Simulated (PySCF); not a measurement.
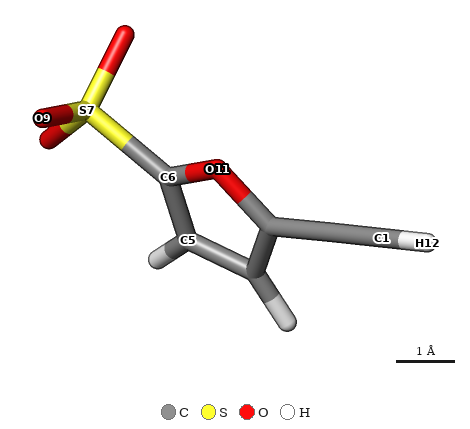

**Figure 1.** The structure (stick view, seen at a tilt; atoms are numbered from 1 in the order of the input). Bond lengths as drawn: C–C 1.20 to 1.41 Å, C–H 1.05 to 1.07 Å, C–O 1.33 to 1.36 Å, C–S 1.83 Å and O–S 1.46 Å.

C$_{6}$H$_{3}$O$_{4}$S (charge −1): NMR shielding calculation

C$_{6}$H$_{3}$O$_{4}$S, charge −1, computed with GIAO KT2/6-31G* NMR shielding, non-relativistic, gas phase (PySCF 2.14.0).

The geometry comes from this level: GFN2-xTB. Figures and captions count atoms from 1; the log counts them from 0 in places.

### The program's output
```
coarse grid: 14344 points
cycle   1  E = -940.7535917766  dE =  2.834e+00  |g| = 1.525e+00  |ddm| = 5.209e+00
cycle   2  E = -937.2291781188  dE =  3.524e+00  |g| = 3.774e+00  |ddm| = 5.743e+00
cycle   3  E = -941.0255664642  dE = -3.796e+00  |g| = 7.956e-01  |ddm| = 5.213e+00
cycle   4  E = -941.1995875176  dE = -1.740e-01  |g| = 2.738e-01  |ddm| = 1.319e+00
cycle   5  E = -941.1898761314  dE =  9.711e-03  |g| = 3.359e-01  |ddm| = 5.801e-01
cycle   6  E = -941.2189173961  dE = -2.904e-02  |g| = 6.788e-02  |ddm| = 3.592e-01
cycle   7  E = -941.2198863202  dE = -9.689e-04  |g| = 2.505e-02  |ddm| = 8.968e-02
cycle   8  E = -941.2200115387  dE = -1.252e-04  |g| = 8.972e-03  |ddm| = 2.682e-02
cycle   9  E = -941.2200273782  dE = -1.584e-05  |g| = 3.536e-03  |ddm| = 1.415e-02
cycle  10  E = -941.2200305868  dE = -3.209e-06  |g| = 8.579e-04  |ddm| = 4.700e-03
final grid: 139944 points
cycle  11  E = -941.0164669799  dE = -1.484e-04  |g| = 1.824e-02  |ddm| = 1.229e-01
cycle  12  E = -941.0163437046  dE =  1.233e-04  |g| = 3.127e-02  |ddm| = 4.724e-02
cycle  13  E = -941.0165270756  dE = -1.834e-04  |g| = 5.593e-03  |ddm| = 3.215e-02
cycle  14  E = -941.0165339085  dE = -6.833e-06  |g| = 1.898e-03  |ddm| = 7.730e-03
cycle  15  E = -941.0165347699  dE = -8.614e-07  |g| = 4.741e-04  |ddm| = 2.306e-03
cycle  16  E = -941.0165348230  dE = -5.310e-08  |g| = 1.808e-04  |ddm| = 6.849e-04
cycle  17  E = -941.0165348316  dE = -8.644e-09  |g| = 5.454e-05  |ddm| = 2.475e-04
cycle  18  E = -941.0165348325  dE = -8.822e-10  |g| = 1.449e-05  |ddm| = 8.235e-05
```

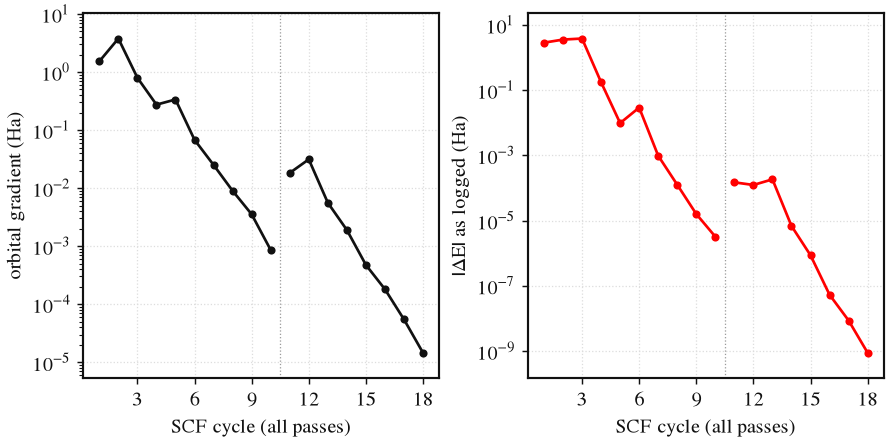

**Figure 2.** Convergence of the self-consistent field: orbital gradient and size of the energy change against the SCF cycle. The dotted line marks the change from a coarse to the final integration grid. The first 10 cycles use a coarse grid, the final grid takes over at cycle 11, and the field converges after 18 cycles in all.

```
converged SCF energy = -941.0165348325

GIAO shielding tensors (ppm)
atom      isotropic    diamagn.    paramagn.     s11        s22        s33       span
  0 C      126.400     288.723    -162.323     70.864    108.061    200.273    129.409
  1 C      126.594     227.410    -100.816     47.182     50.923    281.676    234.493
  2 C       80.899     266.395    -185.496     33.763     91.606    117.329     83.566
  3 C       88.372     259.196    -170.825     15.047     85.440    164.629    149.583
  4 C      101.882     261.326    -159.444     55.652     86.171    163.823    108.171
  5 C       39.852     267.011    -227.159    -28.037     41.221    106.371    134.408
  6 S      273.453    1044.450    -770.998    127.855    342.605    349.898    222.043
  7 O      121.622     399.270    -277.648     54.958    108.968    200.940    145.982
  8 O      109.900     399.917    -290.017     75.422    104.907    149.371     73.949
  9 O      109.968     399.905    -289.936     75.449    104.932    149.524     74.074
 10 O       68.995     404.726    -335.731    -63.173     22.480    247.678    310.851
 11 H       29.791      34.940      -5.149     26.451     27.096     35.828      9.377
 12 H       26.410      31.206      -4.795     24.766     26.139     28.326      3.560
 13 H       26.765      32.717      -5.952     23.318     27.908     29.068      5.750
```

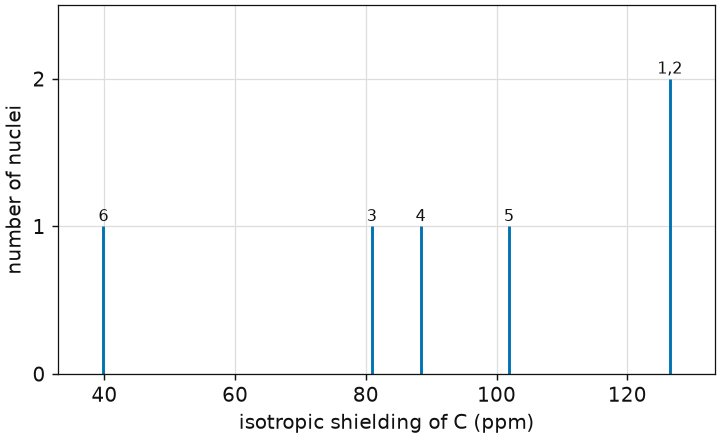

**Figure 3.** Isotropic shieldings of the carbon nuclei in this fixed geometry, labelled by atom number; shielding grows to the right, so chemical shift grows to the left. The least shielded is C6 (39.9 ppm), the most shielded C2 (126.6 ppm).

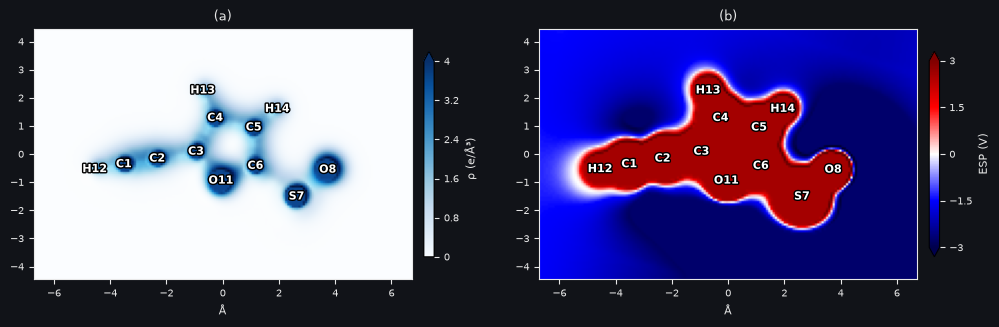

**Figure 4.** (a) electron density; (b) electrostatic potential on the plane of atoms C2, C3 and O11. Atoms in the plane: C, S, O and H. C–C (1.20 Å): ρ at the midpoint is about 2.8 e/Å³. C–O (1.33 Å): ρ at the midpoint is about 2.4 e/Å³. S–O (1.46 Å): ρ at the midpoint is about 2.3 e/Å³. C–S (1.83 Å): ρ at the midpoint is about 1.3 e/Å³. C–H (1.05 Å): ρ is about 2.1 e/Å³ halfway.

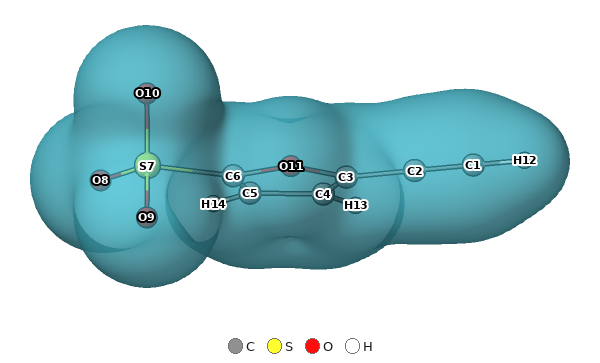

**Figure 5.** Isosurface of the electron density at 0.05 e/Å³ (cyan), seen from the side. At this value the surface is in one piece. On the grid the lowest density along these lines, outside the cores, is 2.7 e/Å³ (C–C, 1.20 Å), 2 e/Å³ (C–O, 1.33 Å), 2 e/Å³ (S–O, 1.46 Å) and 1.3 e/Å³ (C–S, 1.83 Å).

The run was set up as follows.

### The input
```
{"job": {"xc": "KT2", "basis": "6-31G*", "kind": "nmr", "pop": true}, "charge": -1, "multiplicity": 1}
C      3.544823     1.195013    -0.158301
C      2.463006     0.673459    -0.090948
C      1.209494     0.051593    -0.011029
C      0.894240    -1.277888     0.155342
C     -0.514587    -1.339172     0.165990
C     -0.959909    -0.057116     0.007306
S     -2.672827     0.570910    -0.066522
O     -3.459256    -0.646095     0.085850
O     -2.756315     1.492517     1.057363
O     -2.761925     1.191227    -1.380629
O      0.068742     0.785354    -0.099838
H      4.487842     1.649670    -0.216104
H      1.592424    -2.086928     0.254695
H     -1.136430    -2.203019     0.274660
```

The first line tells a small driver script what to run in PySCF; the rest is the geometry in Å.

Run as:
```bash
OMP_NUM_THREADS=1 python <driver script> task.json out
```

### Results in brief

```tsv
quantity	value
outcome	converged
total energy	−941.016535 hartree
HOMO	−0.77 eV
LUMO	2.00 eV
isotropic shielding, C	39.9 to 126.6 ppm
isotropic shielding, S	273.5 ppm
isotropic shielding, O	69.0 to 121.6 ppm
isotropic shielding, H	26.4 to 29.8 ppm
hardware	1 CPU thread, shared host
wall time	50 s
peak memory	0.63 GiB
```
